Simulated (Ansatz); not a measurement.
**Nudged elastic band of CH5BF2Si**

System: CH5BF2Si.
Method: UKS revPBE-D4/def2-SVP (Ansatz 0.2.0).

It belongs to a series of runs on one base structure; here: band between the two ends. Figures and captions count atoms from 1; the log counts them from 0 in places.

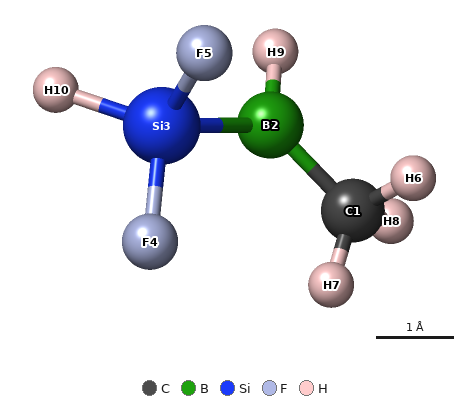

Figure 1. The structure as given in the input (ball-and-stick view, seen at a tilt; atoms are numbered from 1 in the order of the input).

Key numbers:

- outcome: converged
- barrier, forward: 0.380 eV
- barrier, backward: 0.039 eV
- hardware: 2 threads of Intel Xeon @ 2.50GHz (Skylake/Cascade Lake), 16 GiB of memory available, shared host
- wall time: 5.7 min (CPU time 11 min)
- peak memory: 0.25 GiB

Remarks:

The order of the saddle point was not checked.

Input file:
```yaml
crystal:
  periodic: [false, false, false]
  atoms:
    - { symbol: C, position_ang: [-1.275525, -0.787361, 0.415219] }
    - { symbol: B, position_ang: [0.024955, -0.01298, 0.787169] }
    - { symbol: Si, position_ang: [1.309006, 0.611048, -0.654167] }
    - { symbol: F, position_ang: [1.074369, -0.266836, -2.028258] }
    - { symbol: F, position_ang: [0.901455, 2.166912, -1.016854] }
    - { symbol: H, position_ang: [-1.992529, 0.061913, 0.245896] }
    - { symbol: H, position_ang: [-1.248226, -1.3478, -0.540048] }
    - { symbol: H, position_ang: [-1.724667, -1.394959, 1.226501] }
    - { symbol: H, position_ang: [0.227274, 0.333024, 1.940251] }
    - { symbol: H, position_ang: [2.786988, 0.585939, -0.372809] }
magnetization:
  spin_polarized: true
basis:
  gaussian: { orbitals: def2-SVP }
hamiltonian:
  xc: revpbe
  dispersion: d4
neb:
  order_check: false
  images: 7
  f_tol: 0.05
  max_iterations: 60
  final_atoms:
    - { symbol: C, position_ang: [-0.93594131, -0.34945047, 0.32556863] }
    - { symbol: B, position_ang: [0.62891679, -0.05246704, 0.88788289] }
    - { symbol: Si, position_ang: [0.97833723, 0.48512359, -0.95847651] }
    - { symbol: F, position_ang: [1.01551755, -0.54270355, -2.23018654] }
    - { symbol: F, position_ang: [0.40993871, 1.8647423, -1.62804269] }
    - { symbol: H, position_ang: [-1.51314084, 0.5196362, -0.05476768] }
    - { symbol: H, position_ang: [-1.05683121, -1.19660596, -0.38053084] }
    - { symbol: H, position_ang: [-1.43324679, -0.65419645, 1.27321702] }
    - { symbol: H, position_ang: [1.26387311, -1.0567657, 1.16400405] }
    - { symbol: H, position_ang: [0.72567677, 0.93158709, 1.60423167] }
  initial_path:
    images:
      - { positions_ang: [[-1.275525, -0.787361, 0.415219], [0.024955, -0.01298, 0.787169], [1.309006, 0.611048, -0.654167], [1.074369, -0.266836, -2.028258], [0.901455, 2.166912, -1.016854], [-1.992529, 0.061913, 0.245896], [-1.248226, -1.3478, -0.540048], [-1.724667, -1.394959, 1.226501], [0.227274, 0.333024, 1.940251], [2.786988, 0.585939, -0.372809]] }
      - { positions_ang: [[-1.24795232, -0.74446781, 0.41271106], [0.09226401, -0.04620923, 0.74340749], [1.29635123, 0.62954898, -0.70209746], [1.16181452, -0.2903257, -2.06057755], [0.80796408, 2.15181957, -1.09101322], [-1.9494199, 0.13086148, 0.2185656], [-1.24884998, -1.33862272, -0.51048861], [-1.68644143, -1.2973995, 1.25050009], [0.37827741, 0.17218971, 1.87936352], [2.47909238, 0.58150522, -0.13747091]] }
      - { positions_ang: [[-1.22037964, -0.70157462, 0.41020313], [0.15957301, -0.07943847, 0.69964599], [1.28369647, 0.64804997, -0.75002793], [1.24926003, -0.31381541, -2.0928971], [0.71447315, 2.13672715, -1.16517244], [-1.90631079, 0.19980996, 0.19123519], [-1.24947395, -1.32944545, -0.48092922], [-1.64821587, -1.19983999, 1.27449917], [0.52928083, 0.01135541, 1.81847605], [2.17119677, 0.57707144, 0.09786717]] }
      - { positions_ang: [[-1.19280696, -0.65868143, 0.40769519], [0.22688202, -0.1126677, 0.65588448], [1.2710417, 0.66655095, -0.79795839], [1.33670555, -0.33730511, -2.12521665], [0.62098223, 2.12163472, -1.23933167], [-1.86320169, 0.26875844, 0.16390479], [-1.25009793, -1.32026817, -0.45136983], [-1.6099903, -1.10228049, 1.29849826], [0.68028424, -0.14947888, 1.75758857], [1.86330115, 0.57263766, 0.33320526]] }
      - { positions_ang: [[-1.16523428, -0.61578824, 0.40518725], [0.29419102, -0.14589694, 0.61212297], [1.25838694, 0.68505194, -0.84588885], [1.42415106, -0.36079481, -2.1575362], [0.5274913, 2.1065423, -1.31349089], [-1.82009258, 0.33770692, 0.13657438], [-1.2507219, -1.31109089, -0.42181044], [-1.57176474, -1.00472098, 1.32249734], [0.83128765, -0.31031317, 1.69670109], [1.55540554, 0.56820388, 0.56854334]] }
      - { positions_ang: [[-1.10791104, -0.5492038, 0.3852826], [0.37787246, -0.12253947, 0.68106295], [1.18837451, 0.63506985, -0.87403577], [1.32199268, -0.406272, -2.17569879], [0.49810315, 2.0460923, -1.39212884], [-1.74335465, 0.38318924, 0.08873887], [-1.20224923, -1.28246966, -0.41149054], [-1.53713525, -0.91708985, 1.31017726], [0.93943402, -0.4969263, 1.56352683], [1.34797335, 0.65904968, 0.82746543]] }
      - { positions_ang: [[-1.0505878, -0.48261936, 0.36537794], [0.46155391, -0.09918199, 0.75000293], [1.11836208, 0.58508776, -0.90218268], [1.21983431, -0.45174918, -2.19386137], [0.468715, 1.9856423, -1.47076679], [-1.66661671, 0.42867156, 0.04090335], [-1.15377656, -1.25384843, -0.40117064], [-1.50250576, -0.82945871, 1.29785718], [1.04758038, -0.68353943, 1.43035257], [1.14054116, 0.74989548, 1.08638751]] }
      - { positions_ang: [[-0.99326456, -0.41603491, 0.34547329], [0.54523535, -0.07582452, 0.81894291], [1.04834966, 0.53510568, -0.9303296], [1.11767593, -0.49722637, -2.21202396], [0.43932685, 1.9251923, -1.54940474], [-1.58987877, 0.47415388, -0.00693216], [-1.10530388, -1.22522719, -0.39085074], [-1.46787628, -0.74182758, 1.2855371], [1.15572674, -0.87015257, 1.29717831], [0.93310896, 0.84074128, 1.34530959]] }
      - { positions_ang: [[-0.93594131, -0.34945047, 0.32556863], [0.62891679, -0.05246704, 0.88788289], [0.97833723, 0.48512359, -0.95847651], [1.01551755, -0.54270355, -2.23018654], [0.40993871, 1.8647423, -1.62804269], [-1.51314084, 0.5196362, -0.05476768], [-1.05683121, -1.19660596, -0.38053084], [-1.43324679, -0.65419645, 1.27321702], [1.26387311, -1.0567657, 1.16400405], [0.72567677, 0.93158709, 1.60423167]] }
```

Launch command:
```bash
ansatz run input.yaml --threads 2 --pin off --max-ram 3072MiB --backend cpu --events-out ev --progress --plain --runs-dir out
```

What the program printed:
```
Engine: ansatz 0.2.0, x86_64-unknown-linux-gnu
Functional definition: revPBE
  parameter kappa = 1.245
  parameter beta = 0.06672455060314922
  exchange = pbe_x(kappa = kappa, mu = beta*pi^2/3)
  correlation = pbe_c(beta = beta)
1094 factors; their error is unknown
mean field evaluation 1: about -15088.5071 eV, gradient 4.3e1 eV
mean field evaluation 2: about -15074.3328 eV, gradient 7.3e1 eV
mean field evaluation 4: about -15096.4765 eV, gradient 4.3e0 eV
mean field evaluation 8: about -15096.5604 eV, gradient 8.4e-2 eV
mean field evaluation 16: about -15096.4941 eV, gradient 2.9e-5 eV
mean field -15096.49413094 eV, -554.7859265409 hartree, gradient 2.9e-5 eV, S^2 0.000000; 0 other end points of the search recorded, 0 dependent functions left out
the calculation of the forces begins
reference -15096.49417508 eV, -554.7859281628 hartree; 24, 24 occupied and 75, 75 virtual orbitals, 1094 factors
1094 factors; their error is unknown
mean field evaluation 32: about -15096.0800 eV, gradient 1.6e-3 eV
mean field -15096.07995800 eV, -554.7707059659 hartree, gradient 5.4e-5 eV, S^2 0.000000; 0 other end points of the search recorded, 0 dependent functions left out
[... from here on the field's lines of each further geometry are left out, up to the last ...]
NEB iter   1: max|band force component| = 7.236e0 eV/Å  barrier→ = 4.2331 eV  barrier← = 3.8920 eV  Δτ_max = 0.1988 Å  (552 SCF iters)
NEB iter   2: max|band force component| = 2.801e0 eV/Å  barrier→ = 3.2480 eV  barrier← = 2.9069 eV  Δτ_max = 0.1980 Å  (293 SCF iters)
NEB iter   3: max|band force component| = 1.760e0 eV/Å  barrier→ = 2.5223 eV  barrier← = 2.1812 eV  Δτ_max = 0.1992 Å  (244 SCF iters)
NEB iter   4: max|band force component| = 2.472e0 eV/Å  barrier→ = 2.1125 eV  barrier← = 1.7714 eV  Δτ_max = 0.1988 Å  (251 SCF iters)
NEB iter   5: max|band force component| = 1.615e0 eV/Å  barrier→ = 1.6617 eV  barrier← = 1.3206 eV  Δτ_max = 0.1990 Å  (229 SCF iters)
NEB iter   6: max|band force component| = 1.116e0 eV/Å  barrier→ = 1.2517 eV  barrier← = 0.9106 eV  Δτ_max = 0.2000 Å  (230 SCF iters)
NEB iter   7: max|band force component| = 8.104e-1 eV/Å  barrier→ = 0.8293 eV  barrier← = 0.4882 eV  Δτ_max = 0.1980 Å  (228 SCF iters)
NEB iter   8: max|band force component| = 6.772e-1 eV/Å  barrier→ = 0.5125 eV  barrier← = 0.1714 eV  Δτ_max = 0.1985 Å  (221 SCF iters)
NEB iter   9: max|band force component| = 4.371e-1 eV/Å  barrier→ = 0.3834 eV  barrier← = 0.0424 eV  CI = image 7  Δτ_max = 0.1984 Å  (217 SCF iters)
NEB iter  10: max|band force component| = 3.417e-1 eV/Å  barrier→ = 0.3814 eV  barrier← = 0.0404 eV  CI = image 7  Δτ_max = 0.1841 Å  (221 SCF iters)
NEB iter  11: max|band force component| = 1.805e-1 eV/Å  barrier→ = 0.3810 eV  barrier← = 0.0399 eV  CI = image 7  Δτ_max = 0.1793 Å  (217 SCF iters)
NEB iter  12: max|band force component| = 2.107e-1 eV/Å  barrier→ = 0.3807 eV  barrier← = 0.0396 eV  CI = image 7  Δτ_max = 0.0888 Å  (220 SCF iters)
NEB iter  13: max|band force component| = 1.243e-1 eV/Å  barrier→ = 0.3806 eV  barrier← = 0.0395 eV  CI = image 7  Δτ_max = 0.0905 Å  (219 SCF iters)
NEB iter  14: max|band force component| = 2.226e-1 eV/Å  barrier→ = 0.3805 eV  barrier← = 0.0394 eV  CI = image 7  Δτ_max = 0.0452 Å  (216 SCF iters)
NEB iter  15: max|band force component| = 1.007e-1 eV/Å  barrier→ = 0.3804 eV  barrier← = 0.0394 eV  CI = image 7  Δτ_max = 0.0901 Å  (218 SCF iters)
NEB iter  16: max|band force component| = 1.213e-1 eV/Å  barrier→ = 0.3804 eV  barrier← = 0.0393 eV  CI = image 7  Δτ_max = 0.0451 Å  (215 SCF iters)
NEB iter  17: max|band force component| = 7.060e-2 eV/Å  barrier→ = 0.3804 eV  barrier← = 0.0393 eV  CI = image 7  Δτ_max = 0.0451 Å  (221 SCF iters)
NEB iter  18: max|band force component| = 1.353e-1 eV/Å  barrier→ = 0.3804 eV  barrier← = 0.0393 eV  CI = image 7  Δτ_max = 0.0226 Å  (215 SCF iters)
the calculation of the forces begins
reference -15096.30166311 eV, -554.7788534786 hartree; 24, 24 occupied and 75, 75 virtual orbitals, 1094 factors
1094 factors; their error is unknown
mean field evaluation 1312: about -15084.0704 eV, gradient 4.8e1 eV
mean field -15096.07655132 eV, -554.7705807726 hartree, gradient 2.4e-5 eV, S^2 0.000000; 1 other end points of the search recorded, 0 dependent functions left out
the calculation of the forces begins
reference -15096.07659309 eV, -554.7705823080 hartree; 24, 24 occupied and 75, 75 virtual orbitals, 1094 factors
NEB iter  19: max|band force component| = 3.087e-2 eV/Å  barrier→ = 0.3804 eV  barrier← = 0.0393 eV  CI = image 7  Δτ_max = 0.0000 Å  (434 SCF iters)
```

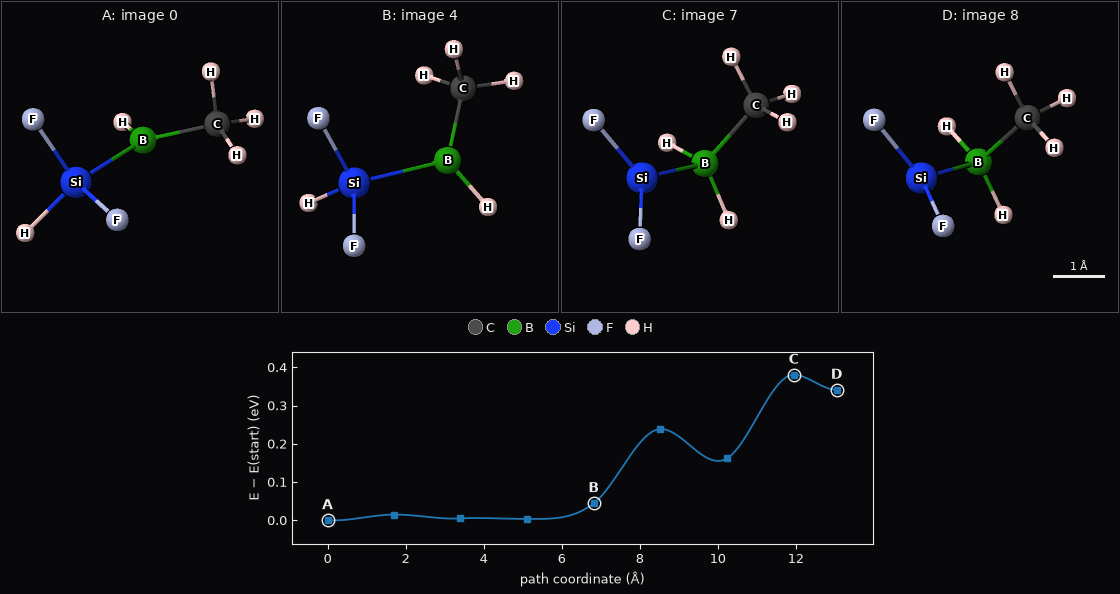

Figure 2. Images of the last band (counted from 0; ball-and-stick, seen at an oblique angle) above the energy along the path; the line is a cubic interpolation that uses the forces. The highest image is number 7, 0.380 eV above the start and 0.039 eV above the end (the climbing image); the end lies 0.341 eV above the start. The path is 13.05 Å long. The band converged in 19 iterations.

```
Total energy: -15096.65247598 eV, -554.7917456138 hartree
Atom 0 at    -1.113834    -0.385526     0.505208 Å, force     0.000989     0.001531     0.000233 eV/Å
Atom 1 at     0.495710    -0.098559     0.740431 Å, force     0.000400    -0.000266    -0.001090 eV/Å
Atom 2 at     1.036374     0.512467    -1.057920 Å, force     0.000500    -0.000249     0.000572 eV/Å
Atom 3 at     1.805750    -0.288984    -2.255527 Å, force     0.000870    -0.001057    -0.001780 eV/Å
Atom 4 at     0.440397     1.821945    -1.831275 Å, force    -0.001140     0.000449     0.000840 eV/Å
Atom 5 at    -1.709920     0.504542     0.218089 Å, force    -0.000026    -0.000164    -0.000029 eV/Å
Atom 6 at    -1.350787    -1.207861    -0.200512 Å, force     0.000018    -0.000381    -0.000187 eV/Å
Atom 7 at    -1.481602    -0.707683     1.504390 Å, force    -0.000399    -0.000260     0.000126 eV/Å
Atom 8 at     1.215870    -1.075677     0.927491 Å, force    -0.000592     0.000377     0.000613 eV/Å
Atom 9 at     0.745142     0.874236     1.452526 Å, force    -0.000621     0.000020     0.000701 eV/Å
Dipole moment:     0.005384     0.062624    -0.176140 e Å
this run last wrote the band of iteration 19 to [file]
```

The last band as extended XYZ (Å, eV, eV/Å):
```
10
Properties=species:S:1:pos:R:3:forces:R:3 image=0 energy=-15097.03282
C    -1.2755   -0.7874    0.4152    0.0046  -0.0023  -0.0028
B     0.0250   -0.0130    0.7872   -0.0060  -0.0035   0.0020
Si    1.3090    0.6110   -0.6542    0.0020   0.0113  -0.0063
F     1.0744   -0.2668   -2.0283    0.0015   0.0091   0.0092
F     0.9015    2.1669   -1.0169    0.0065  -0.0193   0.0012
H    -1.9925    0.0619    0.2459    0.0075  -0.0024   0.0041
H    -1.2482   -1.3478   -0.5400    0.0006   0.0041   0.0069
H    -1.7247   -1.3950    1.2265   -0.0008   0.0036  -0.0036
H     0.2273    0.3330    1.9403   -0.0032  -0.0008  -0.0076
H     2.7870    0.5859   -0.3728   -0.0129   0.0001  -0.0032
10
Properties=species:S:1:pos:R:3:forces:R:3 image=1 energy=-15097.01789
C    -1.3394   -0.6101    0.4070    0.0016  -0.0025  -0.0026
B     0.1229   -0.2153    0.7801   -0.0073   0.0187   0.0021
Si    1.3112    0.5968   -0.6507    0.0031  -0.0040   0.0028
F     1.6598   -0.6031   -1.7247    0.0000   0.0007  -0.0042
F     0.4268    1.7222   -1.4667    0.0014  -0.0035   0.0016
H    -1.8878    0.3479    0.6163    0.0018  -0.0026   0.0019
H    -1.5311   -0.8282   -0.6623   -0.0001  -0.0012   0.0003
H    -1.8085   -1.3750    1.0574   -0.0024  -0.0008   0.0003
H     0.5155   -0.3360    1.9293    0.0020  -0.0056  -0.0014
H     2.6137    1.2497   -0.2829   -0.0001   0.0009  -0.0010
10
Properties=species:S:1:pos:R:3:forces:R:3 image=2 energy=-15097.02796
C    -1.4044   -0.4892    0.4933   -0.0034   0.0100   0.0255
B     0.1477   -0.4418    0.6148    0.0059  -0.0176  -0.0116
Si    1.2839    0.5888   -0.7126   -0.0155   0.0102   0.0228
F     2.3452   -0.4520   -1.4199   -0.0066   0.0065  -0.0067
F     0.3346    1.1865   -1.9181    0.0100  -0.0105  -0.0106
H    -1.6876    0.4329    1.0720   -0.0072  -0.0010  -0.0037
H    -1.8166   -0.3306   -0.5225    0.0035   0.0113  -0.0083
H    -1.9098   -1.3295    1.0090    0.0049  -0.0120  -0.0062
H     0.7110   -0.9657    1.5618   -0.0006   0.0065   0.0054
H     2.0791    1.7495   -0.1748    0.0089  -0.0034  -0.0065
10
Properties=species:S:1:pos:R:3:forces:R:3 image=3 energy=-15097.02960
C    -1.3832   -0.4821    0.5591    0.0010   0.0025   0.0034
B     0.1743   -0.4943    0.5702   -0.0020   0.0018   0.0008
Si    1.2559    0.7330   -0.6287    0.0030  -0.0018   0.0029
F     2.1078   -0.1805   -1.7014   -0.0039   0.0011  -0.0038
F     0.2489    1.6788   -1.5248   -0.0010   0.0035   0.0016
H    -1.8612    0.4570    0.2177    0.0003  -0.0007  -0.0041
H    -1.5921   -1.2298   -0.2544    0.0013  -0.0084   0.0003
H    -1.8795   -0.8832    1.4652   -0.0008   0.0017  -0.0018
H     0.7803   -1.3071    1.2491   -0.0010   0.0018   0.0004
H     2.2319    1.6571    0.0508    0.0032  -0.0015   0.0004
10
Properties=species:S:1:pos:R:3:forces:R:3 image=4 energy=-15096.98820
C    -1.3286   -0.5485    0.6394   -0.0129  -0.0084  -0.0230
B     0.2156   -0.6448    0.4138    0.0127  -0.0189   0.0127
Si    1.1684    0.7095   -0.7450   -0.0079   0.0033   0.0264
F     2.5796    0.1522   -1.3763   -0.0219  -0.0055   0.0042
F     0.2540    1.1928   -2.0258   -0.0175  -0.0196   0.0218
H    -1.5767    0.4803    0.9959    0.0096  -0.0058   0.0005
H    -1.8574   -0.6067   -0.3405    0.0019   0.0015   0.0005
H    -1.7665   -1.2806    1.3441   -0.0154  -0.0171  -0.0100
H     0.9104   -1.4400    1.0240   -0.0174  -0.0303   0.0059
H     1.4842    1.9347    0.0733    0.0688   0.1007  -0.0390
10
Properties=species:S:1:pos:R:3:forces:R:3 image=5 energy=-15096.79430
C    -1.2879   -0.4133    0.6932    0.0210   0.0004  -0.0011
B     0.2933   -0.2804    0.4433   -0.0163  -0.0041   0.0093
Si    1.0788    0.2573   -1.2409    0.0301  -0.0281   0.0190
F     2.6957    0.4248   -1.4046   -0.0181   0.0084  -0.0113
F     0.4691    1.3555   -2.2874   -0.0051   0.0159  -0.0100
H    -1.7161    0.5239    1.1036   -0.0049   0.0020   0.0019
H    -1.8762   -0.6656   -0.2117   -0.0016   0.0025  -0.0032
H    -1.4795   -1.2155    1.4343   -0.0039  -0.0012  -0.0026
H     1.1493   -0.9812    0.9611   -0.0016  -0.0011   0.0011
H     0.7567    0.9435    0.5120    0.0004   0.0053  -0.0031
10
Properties=species:S:1:pos:R:3:forces:R:3 image=6 energy=-15096.87100
C    -1.2520   -0.4121    0.6674   -0.0094  -0.0002   0.0098
B     0.3267   -0.3955    0.4100   -0.0068  -0.0153  -0.0124
Si    0.9957    0.4122   -1.2195   -0.0059  -0.0053  -0.0160
F     2.5618    0.4260   -1.6779    0.0456   0.0410   0.0393
F     0.3974    1.7973   -1.8501    0.0010  -0.0128  -0.0117
H    -1.7933    0.4604    0.2492   -0.0030  -0.0016   0.0222
H    -1.7028   -1.3304    0.2378   -0.0259   0.0068   0.0190
H    -1.4514   -0.4341    1.7601    0.0036   0.0004   0.0102
H     1.0874   -1.3020    0.7091   -0.0051  -0.0070  -0.0104
H     0.9136    0.7271    0.7169    0.0058  -0.0060  -0.0500
10
Properties=species:S:1:pos:R:3:forces:R:3 image=7 energy=-15096.65243
C    -1.1138   -0.3855    0.5052    0.0010   0.0015   0.0002
B     0.4957   -0.0986    0.7404    0.0004  -0.0003  -0.0011
Si    1.0364    0.5125   -1.0579    0.0005  -0.0002   0.0006
F     1.8057   -0.2890   -2.2555    0.0009  -0.0011  -0.0018
F     0.4404    1.8219   -1.8313   -0.0011   0.0004   0.0008
H    -1.7099    0.5045    0.2181    0.0000  -0.0002   0.0000
H    -1.3508   -1.2079   -0.2005    0.0000  -0.0004  -0.0002
H    -1.4816   -0.7077    1.5044   -0.0004  -0.0003   0.0001
H     1.2159   -1.0757    0.9275   -0.0006   0.0004   0.0006
H     0.7451    0.8742    1.4525   -0.0006   0.0000   0.0007
10
Properties=species:S:1:pos:R:3:forces:R:3 image=8 energy=-15096.69174
C    -0.9359   -0.3494    0.3256   -0.0097   0.0007  -0.0044
B     0.6289   -0.0525    0.8879   -0.0028   0.0011   0.0007
Si    0.9783    0.4851   -0.9585    0.0031  -0.0013  -0.0099
F     1.0155   -0.5427   -2.2302   -0.0002   0.0025   0.0061
F     0.4099    1.8647   -1.6280   -0.0003  -0.0021   0.0011
H    -1.5131    0.5196   -0.0548   -0.0015  -0.0030   0.0016
H    -1.0568   -1.1966   -0.3805    0.0024   0.0049   0.0023
H    -1.4332   -0.6542    1.2732    0.0029   0.0000  -0.0018
H     1.2639   -1.0568    1.1640    0.0049  -0.0045   0.0015
H     0.7257    0.9316    1.6042    0.0014   0.0015   0.0028
```
